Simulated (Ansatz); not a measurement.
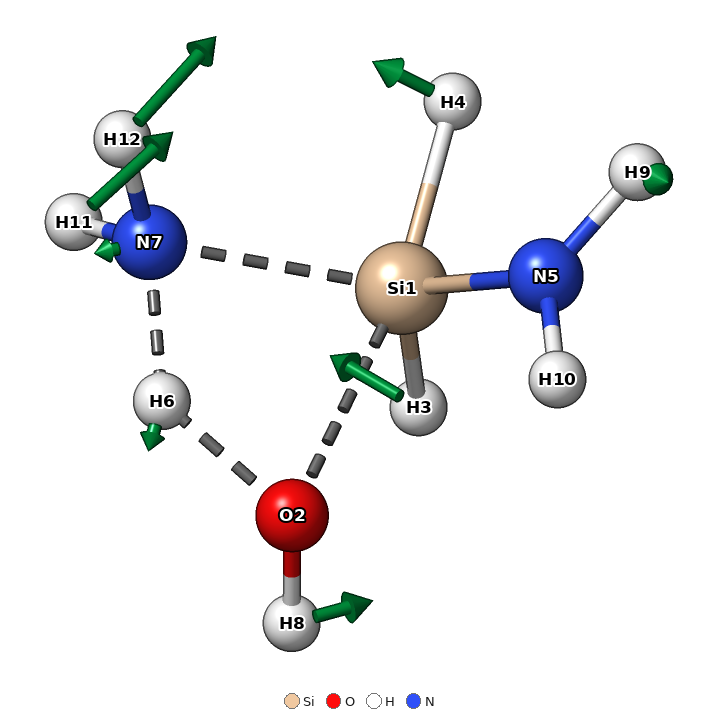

The arrows show one normal mode. Broken sticks mark bonds that form or break. Harmonic vibrations computed with RKS PBE0-D4/def2-TZVP (Ansatz 0.2.0) at a stationary point of the same level. It is a saddle point of order 1.

**Estimate its harmonic wavenumber.**

825 cm⁻¹; it is mode 14 of 30 counted from the lowest.
